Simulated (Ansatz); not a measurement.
## C₃H₄BrCl: nudged elastic band

C₃H₄BrCl, computed with RKS r2SCAN-D4/def2-SVP (Ansatz 0.2.0).

It belongs to a series of runs on one base structure; here: band between the two ends. Figures and captions count atoms from 1; the log counts them from 0 in places.

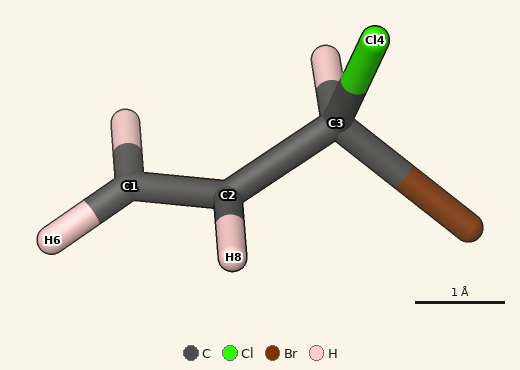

**Figure 1.** The structure as given in the input (stick view, seen at a tilt; atoms are numbered from 1 in the order of the input). Bond lengths as drawn: Br–C 1.98 Å, C–C 1.34 to 1.48 Å, C–Cl 1.79 Å and C–H 1.09 to 1.10 Å.

The input:
```yaml
crystal:
  periodic: [false, false, false]
  atoms:
    - { symbol: C, position_ang: [0.035098, 0.619794, 1.32845] }
    - { symbol: C, position_ang: [-0.499524, 0.017904, 0.26012] }
    - { symbol: C, position_ang: [0.314079, -0.428974, -0.896635] }
    - { symbol: Cl, position_ang: [0.091612, -2.181408, -1.191208] }
    - { symbol: Br, position_ang: [-0.186808, 0.60177, -2.506414] }
    - { symbol: H, position_ang: [-0.58944, 0.938485, 2.167248] }
    - { symbol: H, position_ang: [1.110798, 0.815611, 1.397622] }
    - { symbol: H, position_ang: [-1.575398, -0.178028, 0.187259] }
    - { symbol: H, position_ang: [1.387982, -0.251353, -0.763743] }
basis:
  gaussian: { orbitals: def2-SVP }
hamiltonian:
  xc: r2scan
  dispersion: d4
neb:
  order_check: false
  images: 7
  f_tol: 0.03
  max_iterations: 60
  final_atoms:
    - { symbol: C, position_ang: [0.39039854, 0.18771221, 1.15470409] }
    - { symbol: C, position_ang: [-0.36209409, 0.35058474, -0.12216842] }
    - { symbol: C, position_ang: [-0.22252112, -0.40143594, -1.22383657] }
    - { symbol: Cl, position_ang: [0.88647133, -1.72643754, -1.35305498] }
    - { symbol: Br, position_ang: [-1.24554847, -0.08645003, -2.78722995] }
    - { symbol: H, position_ang: [-0.30514143, 0.01756928, 1.99405013] }
    - { symbol: H, position_ang: [0.95171574, 1.10739249, 1.39254914] }
    - { symbol: H, position_ang: [-1.10201394, 1.15608333, -0.18269882] }
    - { symbol: H, position_ang: [1.09713244, -0.65121754, 1.11038438] }
  initial_path:
    images:
      - { positions_ang: [[0.035098, 0.619794, 1.32845], [-0.499524, 0.017904, 0.26012], [0.314079, -0.428974, -0.896635], [0.091612, -2.181408, -1.191208], [-0.186808, 0.60177, -2.506414], [-0.58944, 0.938485, 2.167248], [1.110798, 0.815611, 1.397622], [-1.575398, -0.178028, 0.187259], [1.387982, -0.251353, -0.763743]] }
      - { positions_ang: [[0.07486518, 0.60277111, 1.30267631], [-0.47667652, 0.01463317, 0.23066299], [0.31563216, -0.43303236, -0.94134761], [0.11367834, -2.17743365, -1.22749661], [-0.21479177, 0.58720282, -2.53407757], [-0.56028416, 0.93143455, 2.13996211], [1.14238602, 0.81066806, 1.36985033], [-1.54189066, -0.1706868, 0.17356934], [1.23548041, -0.21175588, -0.53110031]] }
      - { positions_ang: [[0.11463235, 0.58574821, 1.27690263], [-0.45382903, 0.01136234, 0.20120598], [0.31718532, -0.43709072, -0.98606021], [0.13574469, -2.17345931, -1.26378522], [-0.24277554, 0.57263563, -2.56174114], [-0.53112832, 0.92438409, 2.11267623], [1.17397404, 0.80572512, 1.34207867], [-1.50838333, -0.1633456, 0.15987968], [1.08297883, -0.17215876, -0.29845762]] }
      - { positions_ang: [[0.15439953, 0.56872532, 1.25112894], [-0.43098155, 0.00809151, 0.17174896], [0.31873848, -0.44114909, -1.03077282], [0.15781103, -2.16948496, -1.30007382], [-0.27075932, 0.55806845, -2.58940471], [-0.50197248, 0.91733364, 2.08539034], [1.20556206, 0.80078218, 1.314307], [-1.47487599, -0.15600441, 0.14619003], [0.93047724, -0.13256163, -0.06581493]] }
      - { positions_ang: [[0.1941667, 0.55170242, 1.22535526], [-0.40813407, 0.00482068, 0.14229195], [0.32029164, -0.44520745, -1.07548542], [0.17987737, -2.16551062, -1.33636243], [-0.29874309, 0.54350126, -2.61706828], [-0.47281664, 0.91028319, 2.05810445], [1.23715009, 0.79583924, 1.28653534], [-1.44136866, -0.14866321, 0.13250037], [0.77797566, -0.09296451, 0.16682776]] }
      - { positions_ang: [[0.24322466, 0.46070487, 1.20769247], [-0.39662407, 0.09126169, 0.07617686], [0.18458845, -0.43426457, -1.11257321], [0.35652586, -2.05574235, -1.34053557], [-0.53544443, 0.38601344, -2.6596087], [-0.43089784, 0.68710471, 2.04209087], [1.1657915, 0.87372755, 1.31303879], [-1.35652998, 0.17752343, 0.05370057], [0.85776485, -0.23252777, 0.40271692]] }
      - { positions_ang: [[0.29228262, 0.36970732, 1.19002967], [-0.38511408, 0.17770271, 0.01006177], [0.04888526, -0.42332169, -1.149661], [0.53317435, -1.94597408, -1.3447087], [-0.77214578, 0.22852562, -2.70214912], [-0.38897904, 0.46392623, 2.02607729], [1.09443291, 0.95161587, 1.33954224], [-1.2716913, 0.50371006, -0.02509923], [0.93755405, -0.37209102, 0.63860607]] }
      - { positions_ang: [[0.34134058, 0.27870976, 1.17236688], [-0.37360408, 0.26414373, -0.05605333], [-0.08681793, -0.41237882, -1.18674879], [0.70982284, -1.83620581, -1.34888184], [-1.00884712, 0.07103779, -2.74468954], [-0.34706024, 0.24074776, 2.01006371], [1.02307432, 1.02950418, 1.36604569], [-1.18685262, 0.82989669, -0.10389903], [1.01734324, -0.51165428, 0.87449523]] }
      - { positions_ang: [[0.39039854, 0.18771221, 1.15470409], [-0.36209409, 0.35058474, -0.12216842], [-0.22252112, -0.40143594, -1.22383657], [0.88647133, -1.72643754, -1.35305498], [-1.24554847, -0.08645003, -2.78722995], [-0.30514143, 0.01756928, 1.99405013], [0.95171574, 1.10739249, 1.39254914], [-1.10201394, 1.15608333, -0.18269882], [1.09713244, -0.65121754, 1.11038438]] }
```

Run on 2 threads of AMD EPYC (Zen 5), 16 GiB of memory available, shared host.

Run as:
```bash
ansatz run input.yaml --threads 2 --pin off --max-ram 3072MiB --backend cpu --events-out ev --progress --plain --runs-dir out
```

What the program printed:
```
Engine: ansatz 0.2.0, x86_64-unknown-linux-gnu
Functional definition: r2SCAN
  parameter k0 = 0.174
  parameter k1 = 0.065
  parameter a1 = 4.9479
  exchange = r2scan_x(k0 = k0, k1 = k1, a1 = a1)
  correlation = r2scan_c
1246 factors; their error is unknown
mean field evaluation 1: about -85720.8591 eV, gradient 4.7e1 eV
mean field evaluation 2: about -85713.0451 eV, gradient 6.9e1 eV
mean field evaluation 4: about -85726.7538 eV, gradient 5.1e0 eV
mean field evaluation 8: about -85726.8178 eV, gradient 7.6e-2 eV
mean field evaluation 16: about -85726.7158 eV, gradient 1.1e-4 eV
mean field -85726.71577004 eV, -3150.3986968940 hartree, gradient 3.3e-5 eV, S^2 0.000000; 0 other end points of the search recorded, 0 dependent functions left out
the calculation of the forces begins
reference -85726.71577790 eV, -3150.3986971828 hartree; 37, 37 occupied and 75, 75 virtual orbitals, 1246 factors
1246 factors; their error is unknown
mean field evaluation 32: about -85726.8980 eV, gradient 1.9e-3 eV
mean field -85726.89802160 eV, -3150.4053945154 hartree, gradient 1.7e-5 eV, S^2 0.000000; 0 other end points of the search recorded, 0 dependent functions left out
[... from here on the field's lines of each further geometry are left out, up to the last ...]
NEB iter   1: max|band force component| = 8.300e0 eV/Å  barrier→ = 6.1657 eV  barrier← = 6.3473 eV  Δτ_max = 0.1966 Å  (272 SCF iters)
NEB iter   2: max|band force component| = 4.059e0 eV/Å  barrier→ = 4.6463 eV  barrier← = 4.8279 eV  Δτ_max = 0.1989 Å  (241 SCF iters)
NEB iter   3: max|band force component| = 2.965e0 eV/Å  barrier→ = 3.5600 eV  barrier← = 3.7416 eV  Δτ_max = 0.1955 Å  (244 SCF iters)
NEB iter   4: max|band force component| = 1.292e0 eV/Å  barrier→ = 3.0154 eV  barrier← = 3.1970 eV  Δτ_max = 0.1921 Å  (229 SCF iters)
NEB iter   5: max|band force component| = 1.127e0 eV/Å  barrier→ = 3.7521 eV  barrier← = 3.9337 eV  Δτ_max = 0.1993 Å  (233 SCF iters)
NEB iter   6: max|band force component| = 1.056e0 eV/Å  barrier→ = 3.6104 eV  barrier← = 3.7920 eV  Δτ_max = 0.2000 Å  (231 SCF iters)
NEB iter   7: max|band force component| = 1.720e0 eV/Å  barrier→ = 3.2282 eV  barrier← = 3.4098 eV  Δτ_max = 0.0953 Å  (229 SCF iters)
NEB iter   8: max|band force component| = 2.496e0 eV/Å  barrier→ = 3.1042 eV  barrier← = 3.2858 eV  CI = image 4  Δτ_max = 0.1006 Å  (226 SCF iters)
NEB iter   9: max|band force component| = 1.360e0 eV/Å  barrier→ = 3.4733 eV  barrier← = 3.6549 eV  CI = image 4  Δτ_max = 0.1207 Å  (229 SCF iters)
NEB iter  10: max|band force component| = 6.047e-1 eV/Å  barrier→ = 3.5695 eV  barrier← = 3.7511 eV  CI = image 4  Δτ_max = 0.0588 Å  (227 SCF iters)
NEB iter  11: max|band force component| = 2.446e-1 eV/Å  barrier→ = 3.5588 eV  barrier← = 3.7404 eV  CI = image 4  Δτ_max = 0.0094 Å  (222 SCF iters)
NEB iter  12: max|band force component| = 1.093e-1 eV/Å  barrier→ = 3.5557 eV  barrier← = 3.7373 eV  CI = image 4  Δτ_max = 0.0084 Å  (237 SCF iters)
NEB iter  13: max|band force component| = 6.808e-2 eV/Å  barrier→ = 3.5550 eV  barrier← = 3.7366 eV  CI = image 4  Δτ_max = 0.0028 Å  (216 SCF iters)
the calculation of the forces begins
reference -85726.74844601 eV, -3150.3998977137 hartree; 37, 37 occupied and 75, 75 virtual orbitals, 1246 factors
1246 factors; their error is unknown
mean field evaluation 960: about -85723.2625 eV, gradient 3.8e-2 eV
mean field -85723.15947799 eV, -3150.2680055717 hartree, gradient 2.6e-5 eV, S^2 0.000000; 1 other end points of the search recorded, 0 dependent functions left out
the calculation of the forces begins
reference -85723.15948594 eV, -3150.2680058638 hartree; 37, 37 occupied and 75, 75 virtual orbitals, 1246 factors
NEB iter  14: max|band force component| = 2.406e-2 eV/Å  barrier→ = 3.5548 eV  barrier← = 3.7364 eV  CI = image 4  Δτ_max = 0.0000 Å  (413 SCF iters)
```

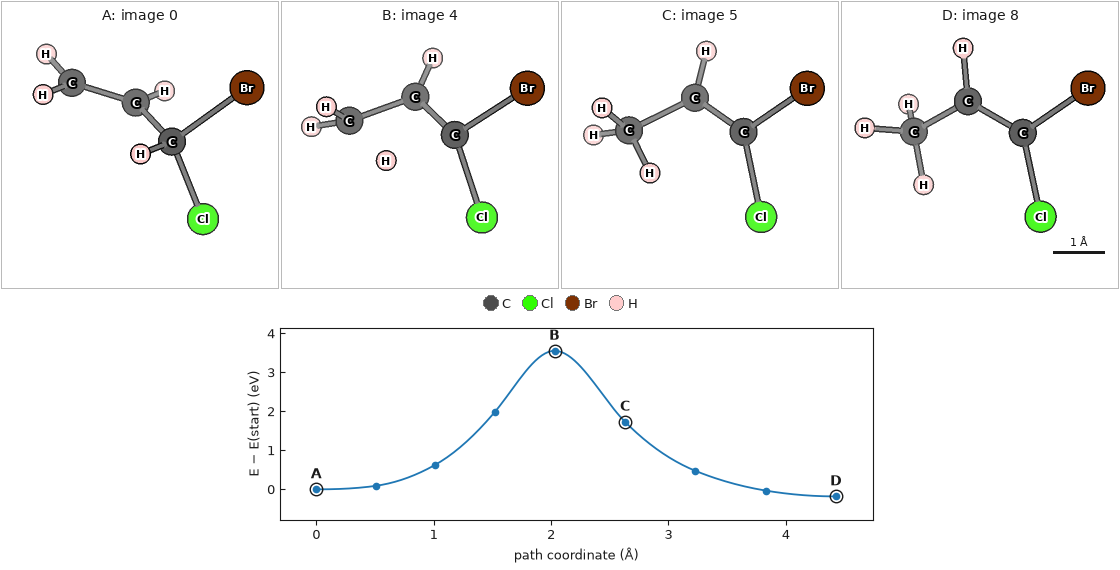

**Figure 2.** Images of the last band (counted from 0; ball-and-stick, seen at a tilt) above the energy along the path; the line is a cubic interpolation that uses the forces. The highest image is number 4, 3.555 eV above the start and 3.736 eV above the end (the climbing image); the end lies 0.182 eV below the start. The path is 4.43 Å long. The band converged in 14 iterations.

```
Total energy: -85723.21788678 eV, -3150.2701520553 hartree
Atom 0 at     0.214647     0.337362     1.156723 Å, force    -0.003015    -0.003808    -0.010192 eV/Å
Atom 1 at    -0.694378     0.208516     0.077579 Å, force     0.024188    -0.012953    -0.005070 eV/Å
Atom 2 at     0.114176    -0.342431    -0.952854 Å, force    -0.022946     0.021490     0.009212 eV/Å
Atom 3 at     0.386579    -2.111226    -1.007243 Å, force     0.001821    -0.005844     0.004198 eV/Å
Atom 4 at    -0.162011     0.332741    -2.757068 Å, force     0.002119    -0.001825     0.003797 eV/Å
Atom 5 at    -0.073662     0.170767     2.210314 Å, force     0.000538     0.000093     0.000725 eV/Å
Atom 6 at     0.993965     1.108604     1.059152 Å, force    -0.001534    -0.001686     0.001022 eV/Å
Atom 7 at    -1.758727     0.471469     0.024796 Å, force     0.001254     0.001260    -0.004014 eV/Å
Atom 8 at     1.067809    -0.222001     0.171300 Å, force    -0.002424     0.003274     0.000321 eV/Å
Dipole moment:    -0.056639     0.240034     0.494127 e Å
this run last wrote the band of iteration 14 to [file]
```

The last band as extended XYZ (Å, eV, eV/Å):
```
9
Properties=species:S:1:pos:R:3:forces:R:3 image=0 energy=-85726.77271
C     0.0351    0.6198    1.3284    0.0047  -0.0041  -0.0080
C    -0.4995    0.0179    0.2601    0.0038   0.0022   0.0052
C     0.3141   -0.4290   -0.8966   -0.0083   0.0017  -0.0070
Cl    0.0916   -2.1814   -1.1912    0.0000  -0.0029   0.0030
Br   -0.1868    0.6018   -2.5064    0.0006   0.0001   0.0005
H    -0.5894    0.9385    2.1672    0.0041   0.0021   0.0033
H     1.1108    0.8156    1.3976   -0.0100  -0.0013   0.0030
H    -1.5754   -0.1780    0.1873   -0.0041  -0.0005  -0.0013
H     1.3880   -0.2514   -0.7637    0.0092   0.0028   0.0013
9
Properties=species:S:1:pos:R:3:forces:R:3 image=1 energy=-85726.68252
C     0.0375    0.5524    1.3220   -0.0045   0.0395   0.0415
C    -0.5740    0.1080    0.2181    0.0686  -0.0495   0.0308
C     0.2793   -0.3542   -0.9048    0.0371  -0.0256  -0.0141
Cl    0.2095   -2.1480   -1.0251   -0.0653  -0.0149  -0.0511
Br   -0.1693    0.4564   -2.6327   -0.0697   0.0757   0.0502
H    -0.4800    0.7422    2.2635   -0.1684   0.2518  -0.0434
H     1.1222    0.7036    1.3081    0.0331  -0.1246   0.1674
H    -1.6615   -0.0079    0.1333    0.0808  -0.1490   0.0308
H     1.3248   -0.0986   -0.6999    0.0882  -0.0034  -0.2122
9
Properties=species:S:1:pos:R:3:forces:R:3 image=2 energy=-85726.13935
C     0.0498    0.5097    1.2819   -0.1610   0.2232   0.1846
C    -0.6482    0.1554    0.1887    0.1261  -0.0924   0.1576
C     0.2420   -0.3233   -0.8939    0.0763   0.0108  -0.0204
Cl    0.2769   -2.1306   -0.9804   -0.3016  -0.0143   0.0330
Br   -0.1062    0.3870   -2.6812    0.0988   0.1716   0.1269
H    -0.3084    0.4810    2.3081   -0.5248   0.6857   0.1280
H     1.0904    0.8266    1.1412    0.1976  -0.6152   0.2864
H    -1.7429    0.1399    0.1075    0.1116  -0.5953   0.1485
H     1.2350   -0.0920   -0.4893    0.3771   0.2257  -1.0446
9
Properties=species:S:1:pos:R:3:forces:R:3 image=3 energy=-85724.78014
C     0.1012    0.4429    1.2320   -0.8298   0.7315   0.5729
C    -0.6848    0.1859    0.1450    0.0994  -0.0907   0.4613
C     0.2182   -0.3228   -0.8898    0.7584   0.1683   0.4826
Cl    0.3453   -2.1282   -0.9959   -0.5177  -0.1566   0.0534
Br   -0.1291    0.3477   -2.7150    0.4097   0.1943   0.3117
H    -0.1609    0.2821    2.2723   -0.7243   0.7810   0.4575
H     1.0422    0.9882    1.0642    0.4389  -1.0346   0.1094
H    -1.7716    0.3218    0.0649   -0.0409  -0.8896   0.2224
H     1.1278   -0.1638   -0.1949    0.4062   0.2963  -2.6711
9
Properties=species:S:1:pos:R:3:forces:R:3 image=4 energy=-85723.21788
C     0.2146    0.3374    1.1567   -0.0030  -0.0038  -0.0102
C    -0.6944    0.2085    0.0776    0.0242  -0.0130  -0.0051
C     0.1142   -0.3424   -0.9529   -0.0229   0.0215   0.0092
Cl    0.3866   -2.1112   -1.0072    0.0018  -0.0058   0.0042
Br   -0.1620    0.3327   -2.7571    0.0021  -0.0018   0.0038
H    -0.0737    0.1708    2.2103    0.0005   0.0001   0.0007
H     0.9940    1.1086    1.0592   -0.0015  -0.0017   0.0010
H    -1.7587    0.4715    0.0248    0.0013   0.0013  -0.0040
H     1.0678   -0.2220    0.1713   -0.0024   0.0033   0.0003
9
Properties=species:S:1:pos:R:3:forces:R:3 image=5 energy=-85725.03822
C     0.3186    0.2607    1.1129    0.5502  -0.3692  -0.2458
C    -0.6642    0.2165    0.0143    0.1620  -0.0056  -0.3456
C    -0.1219   -0.4009   -1.0765   -1.2937  -0.3234  -0.6741
Cl    0.4921   -2.0413   -1.0295    0.7038   0.3740  -0.0717
Br   -0.2548    0.3110   -2.8176   -0.5466  -0.1978  -0.3372
H    -0.0060    0.0782    2.1576    0.3748  -0.4643  -0.2941
H     0.8969    1.2008    1.0868   -0.5918   0.5906   0.1180
H    -1.6706    0.6537   -0.0176    0.4547   0.8962  -0.2381
H     1.0984   -0.3250    0.5523    0.1866  -0.5004   2.0886
9
Properties=species:S:1:pos:R:3:forces:R:3 image=6 energy=-85726.29734
C     0.3499    0.2233    1.1226    0.0454  -0.0598   0.0239
C    -0.5952    0.2271   -0.0308    0.1387  -0.0011  -0.1150
C    -0.2493   -0.4488   -1.1447   -0.2499  -0.1120  -0.1472
Cl    0.6256   -1.9517   -1.1038    0.3781   0.1998  -0.1405
Br   -0.5297    0.2282   -2.8834   -0.5648  -0.2109  -0.1489
H    -0.0341    0.0105    2.1315   -0.0988  -0.1333  -0.0571
H     0.8262    1.2221    1.1456   -0.2115   0.0829   0.1351
H    -1.4634    0.8956   -0.0788    0.4296   0.4718  -0.1633
H     1.1583   -0.4524    0.8246    0.1332  -0.2374   0.6129
9
Properties=species:S:1:pos:R:3:forces:R:3 image=7 energy=-85726.80499
C     0.3740    0.1993    1.1432    0.0059  -0.0126   0.0219
C    -0.4775    0.2851   -0.0779    0.0956   0.0413  -0.0498
C    -0.2609   -0.4419   -1.1855    0.0126  -0.0026  -0.0356
Cl    0.7252   -1.8689   -1.2109    0.1362   0.0826  -0.0854
Br   -0.9017    0.0864   -2.8838   -0.2987  -0.1385  -0.0074
H    -0.1593   -0.0205    2.0813   -0.1337  -0.0260  -0.0445
H     0.8577    1.1844    1.2689   -0.0083  -0.0159   0.1165
H    -1.2358    1.0737   -0.1458    0.1828   0.1281  -0.0755
H     1.1667   -0.5438    0.9931    0.0077  -0.0564   0.1598
9
Properties=species:S:1:pos:R:3:forces:R:3 image=8 energy=-85726.95430
C     0.3904    0.1877    1.1547   -0.0006   0.0000  -0.0011
C    -0.3621    0.3506   -0.1222    0.0006  -0.0005  -0.0004
C    -0.2225   -0.4014   -1.2238    0.0003  -0.0019  -0.0005
Cl    0.8865   -1.7264   -1.3531    0.0000  -0.0003  -0.0002
Br   -1.2455   -0.0864   -2.7872   -0.0002   0.0006   0.0000
H    -0.3051    0.0176    1.9941   -0.0003  -0.0005   0.0003
H     0.9517    1.1074    1.3925   -0.0002   0.0007   0.0003
H    -1.1020    1.1561   -0.1827   -0.0005   0.0017   0.0009
H     1.0971   -0.6512    1.1104    0.0008   0.0002   0.0007
```

Summary:

```json
{"quantity": "outcome", "value": "converged"}
{"quantity": "barrier, forward", "value": "3.555 eV"}
{"quantity": "barrier, backward", "value": "3.736 eV"}
{"quantity": "wall time", "value": "2.3 min (CPU time 4.4 min)"}
{"quantity": "peak memory", "value": "0.2 GiB"}
```

Notes:

The order of the saddle point was not checked.
